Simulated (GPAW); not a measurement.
# A GW chain in GPAW: SnSeS (P3m1)

How does a plane-wave GW calculation on SnSeS (P3m1) run from the first input to the gap?

Method: LDA and many-body steps on it, plane waves, in GPAW 26.7.0.

### 1. The structure

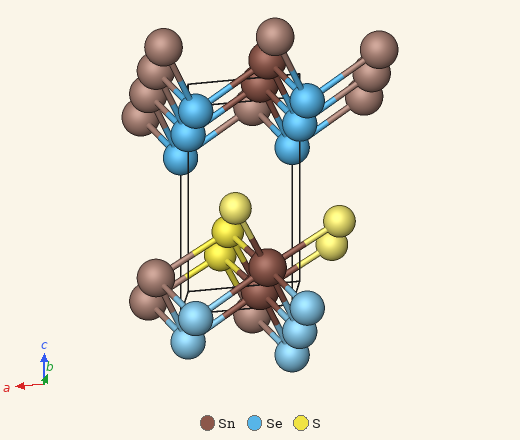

Start, viewed from a free direction; tin brown, selenium blue, sulfur yellow. 1×2×1 cells are drawn. Some periodic images of atoms are drawn too.

The cell and positions are those that the Materials Project relaxed with its own functionals (PBE, PBE+U or r2SCAN), kept fixed.

### 2. Ground state

This step: GPAW 26.7.0; DFT, LDA, plane waves, PAW.

The ground-state density comes first.

File run.py:

```python
import json
import numpy as np
from gpaw.mpi import world
from ase import Atoms
from gpaw import GPAW, PW, FermiDirac

atoms = Atoms(['Sn', 'Se', 'S'],
    cell=[[3.7602027100, 0.0000000000, 0.0000000000],
      [-1.8801013550, 3.2564310702, 0.0000000000],
      [0.0000000000, 0.0000000000, 6.3640250100]],
    scaled_positions=[[0.3333333333, 0.6666666667, 0.0076460600],
      [0.0000000000, 0.0000000000, 0.7577104000],
      [0.6666666667, 0.3333333333, 0.2346445400]],
    pbc=(True, True, True))
calc = GPAW(mode=PW(450),
    xc='LDA',
    kpts={'size': (6, 6, 4), 'gamma': True},
    occupations=FermiDirac(0.001),
    nbands=-7,
    convergence={'density': 1e-6, 'bands': -3},
    maxiter=100,
    txt='gs.txt')
atoms.calc = calc
res = {'energy': atoms.get_potential_energy()}
kpts = calc.get_ibz_k_points()
res['kpts'] = kpts
res['eigenvalues'] = [calc.get_eigenvalues(kpt=k) for k in range(len(kpts))]
res['n_electrons'] = calc.get_number_of_electrons()
calc.write('gs.gpw')

if world.rank == 0:
    with open('result.json', 'w') as f:
        json.dump(res, f, default=lambda x: x.tolist())
```

On the command line:

```bash
$ mpirun -n 4 gpaw python run.py
```

Numbers of over 12 decimals in the logs are rounded to 6 here.

What it wrote:

```text
__  _  _
 | _ |_)|_||  |
 |__||  | ||/\| - 26.7.0

Input parameters:
  mode=PW(ecut=450.000000),
  convergence={'density': 1e-06, 'bands': -3},
  kpts=MonkhorstPack(size=(6, 6, 4), gamma=True),
  maxiter=100,
  nbands=-7,
  occupations=Occupations(name='fermi-dirac', width=0.001, fixmagmom=False),
  xc=XC(name='LDA')
  [... matrices ...]
Diagonalizing LCAO Hamiltonian
Converting LCAO to pw mode

       Se

            S
        Sn

Atoms  # Å, Bohr magnetons
|   | symbol |         x |        y |        z |    initial magnetic moments |
| 0 |     Sn | -0.000000 | 2.170954 | 0.048660 | ( 0.0000,  0.0000,  0.0000) |
| 1 |     Se |  0.000000 | 0.000000 | 4.822088 | ( 0.0000,  0.0000,  0.0000) |
| 2 |      S |  1.880101 | 1.085477 | 1.493284 | ( 0.0000,  0.0000,  0.0000) |

Unit cell  # Å
| periodic |         x |        y |        z |  lengths |     angles |
|      yes |  3.760203 | 0.000000 | 0.000000 | 3.760203 |  90.000000 |
|      yes | -1.880101 | 3.256431 | 0.000000 | 3.760203 |  90.000000 |
|      yes |  0.000000 | 0.000000 | 6.364025 | 6.364025 | 120.000000 |

Number of symmetries: 6
Symmetry operations  # r_c * U_cc + t_c -> r_c
|   | kind |            matrix            |
| 0 |  σ   |  1, 1, 0,  0,-1, 0,  0, 0, 1 |
| 1 |  E   |  1, 0, 0,  0, 1, 0,  0, 0, 1 |
| 2 |  C3  |  0, 1, 0, -1,-1, 0,  0, 0, 1 |
| 3 |  σ   |  0,-1, 0, -1, 0, 0,  0, 0, 1 |
| 4 |  σ   | -1, 0, 0,  1, 1, 0,  0, 0, 1 |
| 5 |  C3  | -1,-1, 0,  1, 0, 0,  0, 0, 1 |

BZ-sampling:
  Number of BZ points: 144
  Number of IBZ points: 24

  Monkhorst-Pack size: [6, 6, 4]
  Monkhorst-Pack shift: [0.083333, 0.083333, 0.125]

K-points  # in reciprocal-cell coordinates
|     |                                coordinates |     weight |
|   0 | (  0.00000000,   0.00000000,   0.00000000) | 0.00694444 |
|   1 | (  0.00000000,   0.00000000,   0.25000000) | 0.01388889 |
|   2 | (  0.00000000,   0.00000000,   0.50000000) | 0.00694444 |
|   3 | (  0.16666667,   0.00000000,  -0.25000000) | 0.04166667 |
|   4 | (  0.16666667,   0.00000000,   0.00000000) | 0.04166667 |
|   5 | (  0.16666667,   0.00000000,   0.25000000) | 0.04166667 |
|   6 | (  0.16666667,   0.00000000,   0.50000000) | 0.04166667 |
|   7 | (  0.33333333,  -0.16666667,   0.00000000) | 0.04166667 |
|   8 | (  0.33333333,  -0.16666667,   0.25000000) | 0.08333333 |
|   9 | (  0.33333333,  -0.16666667,   0.50000000) | 0.04166667 |
| ... |                                            |            |
|  23 | (  0.50000000,   0.50000000,   0.50000000) | 0.02083333 |

Plane wave coefficients: 1708
Cutoff: 450.000000 eV

Spin-components: 1 (collinear spins)
Bands:           20
Projectors:      16
Spin-degeneracy: 2
Datatype:        complex128

  Storage: CPU
  Wave functions: 12_986_880 bytes (3_246_720 per core)
  Projectors: 18_181_632 bytes (4_545_408 per core)
  [... matrices ...]
Parallelization:
  kpt:    4
  domain: 1
  band:   1

Density:
  Valence electrons: 26.0
  Components: 1
  Grid points: [20 20 32]
  Charge: 0.0  # |e|

Potential:
  Grid points: [20 20 32]

species:
  Sn:
    name:    Tin
    Z:       50.0
    valence: 14
    core:    36
    charge:  0.0  # [|e|]
    compensation charges:
      type: gauss
      rc: 0.38  # [Å]
      lmax: 2
    cutoffs:
      filter: 2.23  # [Å]
      core: 2.35  # [Å]
    projectors
    | kind |    occ | energy [eV] | rcut [Å] |
    |   5s |  2.000 |     -10.799 |    1.201 |
    |   5p |  2.000 |      -3.869 |    1.270 |
    |   4d | 10.000 |     -25.910 |    1.185 |
    |    s |        |      16.413 |    1.201 |
    |    p |        |      23.342 |    1.270 |
    |    d |        |       1.302 |    1.185 |

    Using partial waves for Sn as LCAO basis

  Se:
    name:    Selenium
    Z:       34.0
    valence: 6
    core:    28
    charge:  0.0  # [|e|]
    compensation charges:
      type: gauss
      rc: 0.27  # [Å]
      lmax: 2
    cutoffs:
      filter: 1.77  # [Å]
      core: 2.67  # [Å]
    projectors
    | kind |    occ | energy [eV] | rcut [Å] |
    |   4s |  2.000 |     -17.472 |    0.847 |
    |   4p |  4.000 |      -6.656 |    1.005 |
    |    s |        |       9.739 |    0.847 |
    |    p |        |      20.555 |    1.005 |
    |    d |        |       0.000 |    0.847 |

    Using partial waves for Se as LCAO basis

  S:
    name:    Sulfur
    Z:       16.0
    valence: 6
    core:    10
    charge:  0.0  # [|e|]
    compensation charges:
      type: gauss
      rc: 0.24  # [Å]
      lmax: 2
    cutoffs:
      filter: 1.77  # [Å]
      core: 1.66  # [Å]
    projectors
    | kind |    occ | energy [eV] | rcut [Å] |
    |   3s |  2.000 |     -17.278 |    0.974 |
    |   3p |  4.000 |      -7.106 |    0.979 |
    |    s |        |       9.933 |    0.974 |
    |    p |        |      20.105 |    0.979 |
    |    d |        |       0.000 |    0.900 |

    Using partial waves for S as LCAO basis

Reference energy: -244707.344395  # eV

eigensolver:
  PPCG
  Converge bands: -3
  niter=2

density mixing:
  MSR1-Mixer
  Pratt-step length: 0.05
  Maximum mixing coefficient: 0.75
  Old densities: 10
  SVD Regularization: 0.005
  Good broyden scale: 1.0
  Trust region scale: 1.0
  Backstep threshold: 4.0
  History deletion threshold: 6.0
  Fourier metric: weight=20.0, sigma=0.015

occupation numbers:
  Fermi-Dirac:
    width: 0.0010  # eV

poisson solver:
  ecut: 3600.000000  # eV

xc functional:
  name: None

Initialization done in: 0.722 s

convergence criteria:
- Maximum integral of absolute [dens]ity change: 1e-06 electrons / valence electron
- Maximum [total energy] change in last 3 cyles: 0.0005 eV / valence electron
- Maximum integral of absolute [eigenst]ate change: 4e-08 eV^2 / valence electron
maximum number of iterations: 100

SCF iterations
|iter     |     time |      energy | eigst |  dens |
|iter:   1|  |  -14.877296 | +0.64 |       |
|iter:   2|  |  -14.805166 | -0.77 | -1.20 |
|iter:   3|  |  -14.535649 | -1.60 | -1.24 |
|iter:   4|  |  -14.514883 | -2.22 | -1.70 |
|iter:   5|  |  -14.514100 | -3.53 | -2.14 |
|iter:   6|  |  -14.513456c| -3.70 | -2.49 |
|iter:   7|  |  -14.513359c| -4.39 | -3.07 |
|iter:   8|  |  -14.513358c| -6.08 | -3.47 |
|iter:   9|  |  -14.513359c| -7.12 | -4.08 |
|iter:  10|  |  -14.513359c| -7.44c| -4.67 |
|iter:  11|  |  -14.513359c| -7.95c| -5.64 |
|iter:  12|  |  -14.513359c| -8.28c| -6.16c|

Converged in 12 steps
SCF loop duration: 2.278 s (0.190 s/step)
Energy contributions relative to reference atoms: (reference = -244707.344395)
  [... matrices ...]
Energy contributions:
  Kinetic:          17.831622
  Coulomb:         -16.754257
  Zero:             -0.044834
  External:          0.000000
  Xc:              -15.545890
  Entropy:          -0.000000
  Spinorbit:         0.000000
  ----------------------------
  Free energy:     -14.513359
  Extrapolated:    -14.513359

dipole moment: (-8.272510, -11.257092, -20.278816)  # |e|*Ang

Fermi level: 4.491
Eigenvalues  # (at kpt = [0.000, 0.000, 0.000])
| band index |      eig [eV] | occ [0-2] |
|          0 |       -17.113 |     2.000 |
|        ... |               |           |
|          5 |        -9.813 |     2.000 |
|          6 |        -8.082 |     2.000 |
|          7 |        -1.864 |     2.000 |
|          8 |         2.966 |     2.000 |
|          9 |         2.966 |     2.000 |
|         10 |         3.586 |     2.000 |
|         11 |         3.849 |     2.000 |
|         12 |         3.849 |     2.000 |
|         13 |         5.031 |     0.000 |
|         14 |         7.021 |     0.000 |
|         15 |         8.666 |     0.000 |
|         16 |         8.666 |     0.000 |
|         17 |        11.801 |     0.000 |
|         18 |        12.969 |     0.000 |
|         19 |        13.247 |     0.000 |

Gap: 0.852 eV
Transition (v -> c):
  (s=0, k=2, n=12, [0.00, 0.00, 0.50]) -> (s=0, k=23, n=13, [0.50, 0.50, 0.50])
Direct/indirect transitions are different
Direct gap: 1.182 eV
Transition at: (s=0, k=0, n=12, [0.00, 0.00, 0.00])
# Writing to gs.gpw (mode='')
  [... matrices ...]
```

Elapsed: 4.5 s, on 4 MPI ranks of Arm Neoverse V2, shared host; peak memory 0.65 GiB.

Numbers from this step:

| Item | Value |
| --- | --- |
| total energy | -14.51 eV |
| gap | 0.8516 eV |
| k of the valence top | 0, 0, 0.5 |
| k of the conduction bottom | 0.5, 0.5, 0.5 |
| least direct gap | 1.182 eV |

The gap is indirect, with the least direct gap 0.33 eV higher.

### 3. Empty states on the mesh, 3×3×2 mesh, 272 bands

The sums over transitions need many empty states on a uniform mesh; this step solves for them.

File run.py:

```python
import json
import numpy as np
from gpaw.mpi import world
from gpaw import GPAW

calc = GPAW('gs.gpw').fixed_density(kpts={'size': (3, 3, 2), 'gamma': True},
    parallel={'domain': 1, 'band': 1},
    txt='nscf.txt')
calc.diagonalize_full_hamiltonian(nbands=272)
calc.write('full.gpw', mode='all')
res = {}
kpts = calc.get_ibz_k_points()
res['kpts'] = kpts
res['eigenvalues'] = [calc.get_eigenvalues(kpt=k) for k in range(len(kpts))]
res['n_electrons'] = calc.get_number_of_electrons()

if world.rank == 0:
    with open('result.json', 'w') as f:
        json.dump(res, f, default=lambda x: x.tolist())
```

On the command line:

```bash
$ mpirun -n 4 gpaw python run.py
```

What it wrote:

```text
Diagonalizing LCAO Hamiltonian
Converting LCAO to pw mode
convergence criteria:
- Maximum integral of absolute [eigenst]ate change: 4e-08 eV^2 / valence electron
maximum number of iterations: 100

SCF iterations
|iter     |     time |      energy | eigst |  dens |
|iter:   1|  |             | +0.69 |       |
|iter:   2|  |             | -0.76 |       |
|iter:   3|  |             | -2.22 |       |
|iter:   4|  |             | -3.54 |       |
|iter:   5|  |             | -4.65 |       |
|iter:   6|  |             | -5.75 |       |
|iter:   7|  |             | -6.75 |       |
|iter:   8|  |             | -7.50c|       |
SCF steps: 8
  __  _  _
 | _ |_)|_||  |
 |__||  | ||/\| - 26.7.0

Input parameters:
  mode=PW(ecut=450.000000),
  convergence={'density': 1e-06, 'bands': -3},
  gpts=array([20, 20, 32]),
  kpts=MonkhorstPack(size=(3, 3, 2), gamma=True),
  maxiter=100,
  nbands=20,
  occupations=Occupations(name='fermi-dirac', width=0.001, fixmagmom=False),
  parallel={'domain': 1, 'band': 1},
  xc=XC(name='LDA')
Matrix size: 1691x1691
# Writing to full.gpw (mode='all')
  [... matrices ...]

timing:  # [seconds]
  Total: 8.263  # ━━━━━━━━━━━━━━━━━━━━━━━━━━━━━━━━━━━━━━━━━━━━━━━━━━━━━━━━━━━
```

Wall time 11 s (4 MPI ranks); peak memory 1.4 GiB; 43 s of CPU time.

Numbers from this step:

```yaml
gap: 1.134 eV
k_of_the_valence_top: 0, 0, 0.5
k_of_the_conduction_bottom: 0, 0, 0
least_direct_gap: 1.182 eV
k_points_computed: 6
lowest_point_of_the_top_converged_band_above_the_valence_top: 118.0886 eV
```

On this mesh the gap is 1.134 eV. The earlier step found 0.852 eV, so this mesh misses an edge.

### 4. Screening and self-energy, 3×3×2 mesh, 121 bands, screening to 78 eV

G0W0 replaces the xc potential by the self-energy, built once from these orbitals. Only a window of levels is corrected, while the sums run over the empty bands that the input names.

This step: G0W0 on LDA, plane waves, PAW.

File run.py:

```python
import json
import numpy as np
from gpaw.mpi import world
from gpaw.response.g0w0 import G0W0

gw = G0W0('full.gpw',
    filename='gw',
    kpts=[0, 1],
    bands=(11, 15),
    ecut=78,
    nbands=121,
    integrate_gamma='WS',
    ppa=True)
gw.calculate()
res = {mode: {k: v for k, v in r.items() if k != 'sigma_eskwn'}
       for mode, r in gw.all_results.items()}

if world.rank == 0:
    with open('result.json', 'w') as f:
        json.dump(res, f, default=lambda x: x.tolist())
```

On the command line:

```bash
$ mpirun -n 4 gpaw python run.py
```

What it wrote:

```text
Using integrator: PointIntegrator
FrequencyGridDescriptor(from 0.000+0.000j to 0.000+27.211j eV, 2 points)
Nonperiodic BCs:  [False False False]
Using integrator: PointIntegrator
FrequencyGridDescriptor(from 0.000+0.000j to 0.000+27.211j eV, 2 points)
Nonperiodic BCs:  [False False False]
  ___  _ _ _
 |   || | | |
 | | || | | |
 |__ ||_____|
 |___|

BZ k-points: Symmetries present (total): 6

  [... matrices ...]
18 k-points: 3 x 3 x 2 Monkhorst-Pack grid + [0.000000,0.000000,1/4]
6 k-points in the irreducible part of the Brillouin zone
       k-points in crystal coordinates                weights
   0:     0.00000000    0.00000000    0.00000000          1/18
   1:     0.00000000    0.00000000    0.50000000          1/18
   2:     0.33333333    0.00000000    0.00000000          6/18
   3:     0.33333333    0.00000000    0.50000000          6/18
   4:     0.33333333    0.33333333    0.00000000          2/18
   5:     0.33333333    0.33333333    0.50000000          2/18

Distributing spins, k-points and bands (1 x 2 x 4) over 4 processes
Number of blocks: 1

Quasi particle states:
k-points (IBZ indices): [0, 1]
Band range: (11, 15)
  [... matrices ...]
Computational parameters:
Plane wave cut-off: 78 eV
Number of bands: 121
Coulomb cutoff: None
Broadening: 0.1 eV

fxc modes: GW
Kernel: RPA
Using Godby-Needs plasmon-pole approximation:
  Fitting energy: i*E0, E0 = 1.000 Hartree
Summing all q:

Calculating screened Coulomb potential
No Coulomb truncation
FrequencyGridDescriptor(from 0.000+0.000j to 0.000+27.211j eV, 2 points)
Removing empty qpoint cache files...

Calculating chi0 body with:
    Ground state adapter containing:
    Number of spins: 1
    Number of kpoints: 18
    Number of irreducible kpoints: 6
    Number of completely occupied states: 13
    Number of partially occupied states: 13
    Occupied states memory: 2.5390625 M / cpu

    Linear response parametrization:
    q_c: [0.0, 0.0, 0.0]
    Number of frequency points: 2
    Planewave cutoff: 78.0
    Number of bands: 121
    Number of planewaves: 135
    Broadening (eta): 1e-06
    comm.size: 4
    kncomm.size: 4
    blockcomm.size: 1

    Memory estimate of potentially large arrays:
        chi0_wGG: 0.556183 M / cpu
Integrating chi0 body.

Symmetries of q_c:
    Direct symmetries (Uq -> q): 6
    Indirect symmetries (TUq -> q): 6
In total 12 allowed symmetries.

  [... matrices ...]
6 groups of equivalent kpoints. 66.666667% reduction.

Integral kind: response function
Integrating chi0 head and wings.

Symmetries of q_c:
    Direct symmetries (Uq -> q): 6
    Indirect symmetries (TUq -> q): 6
In total 12 allowed symmetries.

  [... matrices ...]
6 groups of equivalent kpoints. 66.666667% reduction.

Integral kind: response function wings

Calculating chi0 body with:
    Ground state adapter containing:
    Number of spins: 1
    Number of kpoints: 18
    Number of irreducible kpoints: 6
    Number of completely occupied states: 13
    Number of partially occupied states: 13
    Occupied states memory: 2.5390625 M / cpu

[... the further q-points ...]

Results:
f:      Occupation numbers
eps:     KS-eigenvalues [eV]
vxc:     KS vxc [eV]
exx:     Exact exchange [eV]
sigma:   Self-energies [eV]
dsigma:  Self-energy derivatives
Z:       Renormalization factors
qp:      QP-energies [eV]

k-point 0 (0): (0.000, 0.000, 0.000)                GW
band       f     eps     vxc     exx   sigma  dsigma       Z      qp
                                                                   GW
  11   1.000   3.849 -15.842 -17.986   2.061  -0.293   0.774   3.785
  12   1.000   3.849 -15.842 -17.986   2.061  -0.293   0.774   3.785
  13   0.000   5.031 -15.172 -11.007  -3.091  -0.257   0.796   5.886
  14   0.000   7.021 -12.808  -7.831  -4.044  -0.245   0.803   7.770

k-point 1 (1): (0.000, 0.000, 0.500)                GW
band       f     eps     vxc     exx   sigma  dsigma       Z      qp
                                                                   GW
  11   1.000   3.897 -15.940 -18.070   2.052  -0.293   0.773   3.837
  12   1.000   3.897 -15.940 -18.070   2.052  -0.293   0.773   3.837
  13   0.000   6.102 -16.033 -11.531  -3.316  -0.270   0.787   7.036
  14   0.000   7.041 -13.370  -8.410  -3.978  -0.246   0.802   7.829
```

Run time: 9 s. Hardware: 4 MPI ranks; peak memory 1.3 GiB.

This step gave:

| Item | Value |
| --- | --- |
| G0W0 gap on the points computed | 2.049 eV |
| least direct G0W0 gap on the computed points | 2.101 eV |
| Z at the valence top | 0.7732 |
| Z at the conduction bottom | 0.7957 |
| starting gap on the mesh | 1.134 eV |
| k of the valence top | 0, 0, 0.5 |
| k of the conduction bottom | 0, 0, 0 |

The gap on the mesh goes from 1.13 eV to 2.05 eV, a correction of +0.92 eV. The start differs from the 0.85 eV found before because the two sample other k points.

Limits: finite bands, cutoff and mesh; no spin-orbit coupling; coarse k mesh. v1 is the top filled band, c1 the lowest empty one. Levels before and after the correction, in eV, zero at the valence-band top of each column:

|  | conduction bottom | valence top |
| --- | --- | --- |
| Kohn-Sham | 1.13 | 0.00 |
| G0W0 | 2.05 | 0.00 |

|  | level | energy (eV) |
| --- | --- | --- |
| Kohn-Sham | Γ v2-v1 | -0.048 |
| Kohn-Sham | Γ c1 | 1.134 |
| Kohn-Sham | Γ c2 | 3.123 |
| Kohn-Sham | (0 0 0.5) v2-v1 | 0.000 |
| Kohn-Sham | (0 0 0.5) c1 | 2.205 |
| Kohn-Sham | (0 0 0.5) c2 | 3.144 |
| G0W0 | Γ v2-v1 | -0.052 |
| G0W0 | Γ c1 | 2.049 |
| G0W0 | Γ c2 | 3.934 |
| G0W0 | (0 0 0.5) v2-v1 | 0.000 |
| G0W0 | (0 0 0.5) c1 | 3.199 |
| G0W0 | (0 0 0.5) c2 | 3.992 |

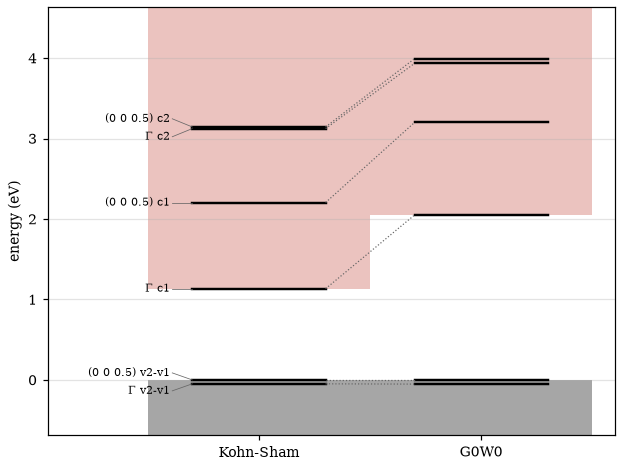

Levels before and after the correction. Shaded: valence and conduction bands.

### 5. Where the time went

Times are wall times on 4 MPI ranks of Arm Neoverse V2, shared host, good to a factor of about two.

| step | time | share | memory (GiB) |
| --- | --- | --- | --- |
| ground state | 4.5 s | 18 % | 0.65 |
| empty states on the mesh | 11 s | 45 % | 1.4 |
| screening and self-energy | 9 s | 37 % | 1.3 |

### 6. Results

- LDA gap: 0.85 eV, indirect
- G0W0 gap on the mesh: 2.05 eV
- G0W0 gap over the zone (rigid shift): 1.77 eV
- GW settings: 3×3×2 mesh, 121 bands, screening to 78 eV, Godby-Needs plasmon pole
- known limits: not at the basis limit; no spin-orbit coupling; coarse k mesh

G0W0 moves the gap on the mesh from 1.13 eV to 2.05 eV (+0.92 eV), with Z of 0.77 and 0.80 at the edges. The mesh misses the band edges by 0.28 eV in all; a rigid shift gives 1.77 eV for the zone. Only 2 of the mesh's irreducible points were corrected, so a valley elsewhere could overtake. Bands and cutoff are finite, so the gap is not at the basis limit. The miss can reach some tenths of an eV and take either sign; the mesh is an error of its own. These stock PAW sets were not made for GW; the filled d or f shell of Se lies in the frozen core, which bears on start and correction. In the G0W0 run levels were corrected at 2 k points alone, so a gap called «on the mesh» is the least over those, and an edge elsewhere would be missed. A denser mesh or path gives a starting gap of 0.85 eV: the GW mesh misses a band edge, so its gaps are not the fundamental one. The 3×3×2 mesh is coarse for this cell, which bears on the long-range parts of exchange and screening. The many-body steps are scalar-relativistic: spin-orbit coupling is not in them.

[Paths, hosts, dates, memory and timing lines, banners, echoed tables and standing remarks are left out of the program output.]

[Logs are printed without paths, hosts, clocks, repeated set-up lines and the standing remarks that a program may print on its own settings, such as how far it seeks lower states.]

[Runs of the session that timed out or met a known fault of the program may be left out.]

[Hosts, paths, dates, database ids (printed as entryN), source tags and the programs' standing remarks are cut or masked in the printed files.]
